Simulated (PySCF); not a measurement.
C3H5FS, SMILES `CS/C=C\F`.

Level of theory: TPSS/def2-SVPD (PySCF), at a geometry from GFN2-xTB. No frequency check shows the geometry to be a minimum. GFN2-xTB bond lengths at metals and heavier atoms can be off by up to 0.1 Å and shapes distorted, which carries into these values.

Coordinates in Å:

```
C1       2.3546   -0.3083   -0.0006
S2       0.7859    0.6122    0.0006
C3      -0.3284   -0.7391    0.0004
C4      -1.6499   -0.6359    0.0002
F5      -2.2907    0.5443   -0.0007
H6       2.4213   -0.9189   -0.8972
H7       3.1466    0.4333   -0.0000
H8       2.4222   -0.9209    0.8924
H9       0.1254   -1.7150    0.0015
H10     -2.3315   -1.4729    0.0004
```

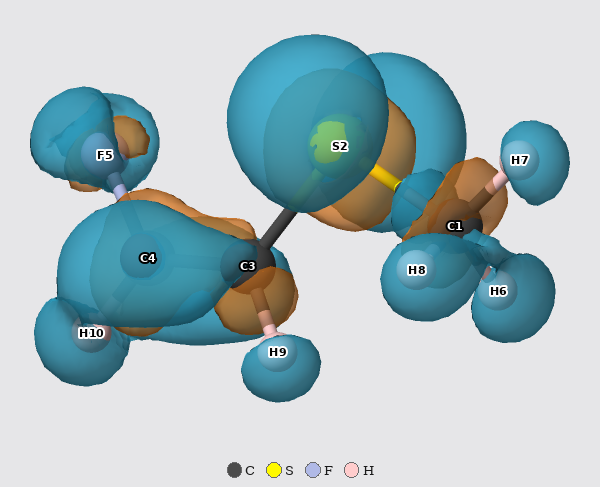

Fukui function f⁻ = ρ(N) − ρ(N−1) at fixed geometry, surfaces at ±0.02 e/Å³ (light blue positive, orange negative).

> On which atoms does the density change most on removal of an electron?

f⁻ (Hirshfeld-condensed) is largest on S2 (0.36); the vertical ionisation energy is 8.15 eV (the stability of the cation's solution wasn't checked). Condensed values hint at sites of electrophilic attack but needn't mark the atom that reacts. Orbital relaxation makes it negative in places (0.17 e in all).

Cost of the run: 5.2 min on 1 thread of Arm Neoverse V2, on a shared host, peak memory 0.73 GiB.
